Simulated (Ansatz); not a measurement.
Breaking the Si1–H2 bond in CH4OSi (SMILES CO[SiH]) (multiplicity 1 held, fragments rigid). Energies count from the point at 1.549 Å.
Geometry at that point (charge 0, multiplicity 1):
```xyz
7

Si    -0.4080    -0.6790     0.9181
H     -1.3102    -1.1884    -0.2339
O      0.4506     0.4193     0.0465
C      0.3828     0.7821    -1.3262
H      0.1532     1.8459    -1.4010
H      1.3533     0.5993    -1.7897
H     -0.3865     0.2027    -1.8435
```

Restricted levels (R-, RO-) in cc, def2 and unpolarised 6-31G sets keep to the state of the molecule at rest. Active spaces are followed from a long bond inwards. Levels need not reach the same state.

Correlated levels freeze the cores.

Codes used: Ansatz (a first-principles code). Values without a source in brackets are computed.

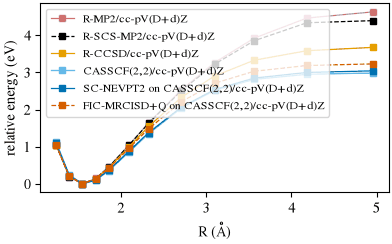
Fig. 1. Relative energy along the coordinate

Doubts at one or more of the structures used: a restricted determinant that unrestricted orbitals would lower (R-MP2/cc-pV(D+d)Z, R-SCS-MP2/cc-pV(D+d)Z, R-CCSD/cc-pV(D+d)Z); other coupled-cluster roots lie near (R-CCSD/cc-pV(D+d)Z); T1 above 0.05 (R-CCSD/cc-pV(D+d)Z).
